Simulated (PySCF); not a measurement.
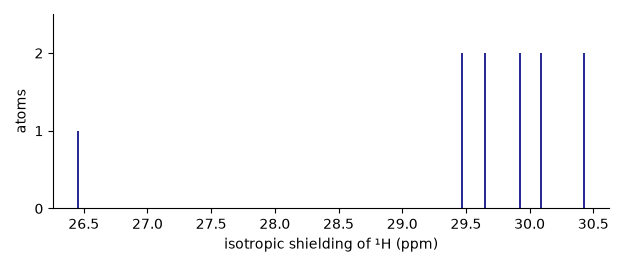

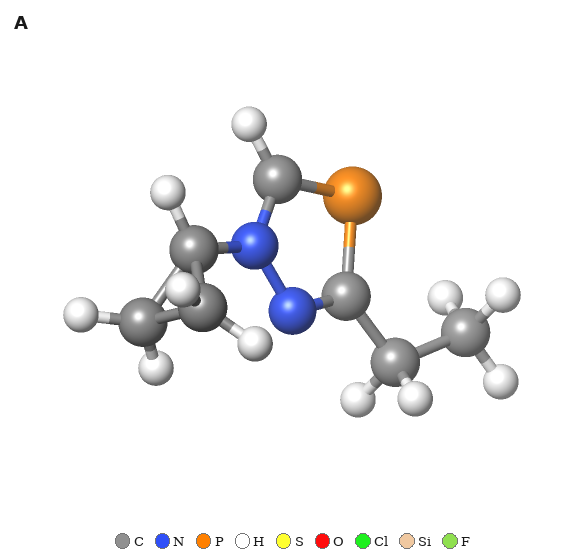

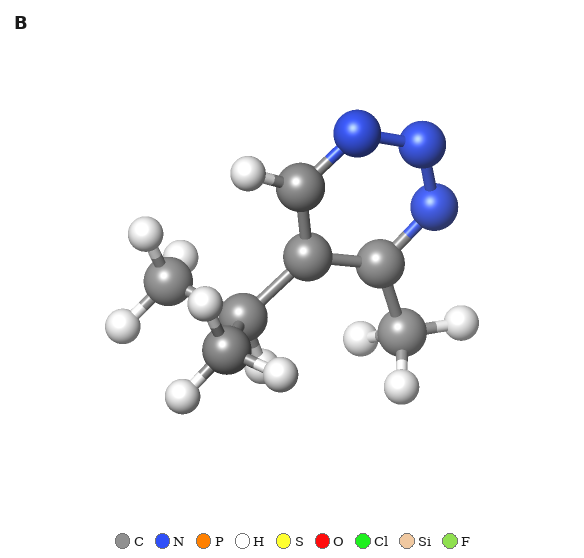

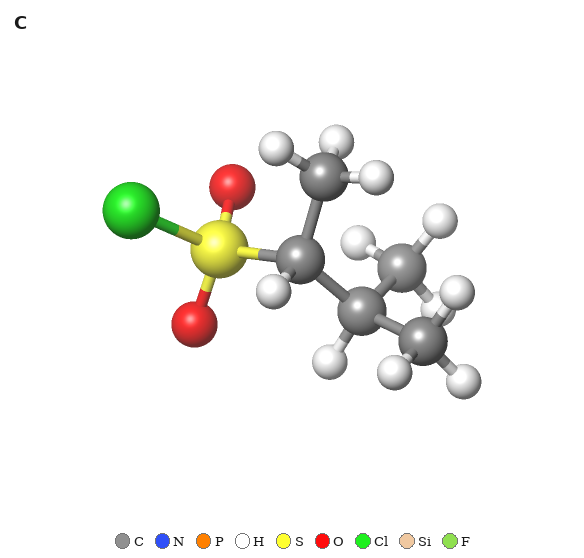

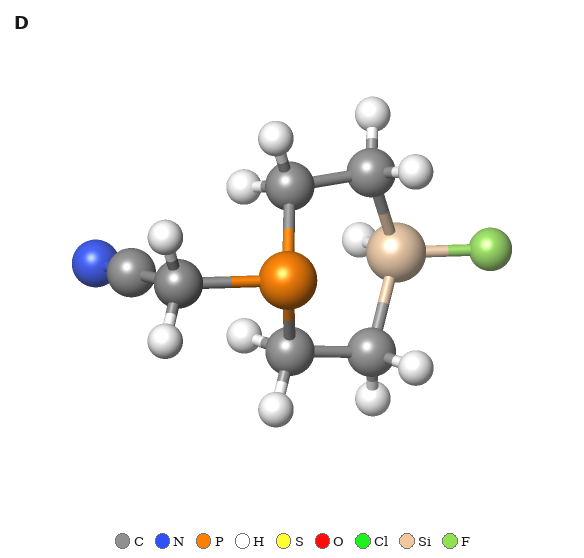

The sticks are computed shieldings of one of the molecules, for one fixed geometry (GFN2-xTB) without averaging over rotations. Low shielding means a high chemical shift. Method: GIAO PBE0/pcSseg-1 NMR shielding, non-relativistic, gas phase (PySCF 2.14.0).

Question: Which molecule gives this pattern?

Answer: D, `N#CCP1CC[SiH](F)CC1`. Its 11 H atoms give lines at 26.46, 29.47 (2 atoms), 29.65 (2 atoms), 29.93 (2 atoms), 30.09 (2 atoms), 30.42 (2 atoms) ppm.

The geometry is semi-empirical. Around P, Si such bond lengths and angles can be off by a tenth of an ångström or more and by several degrees, and values that hang on the shape move with them.
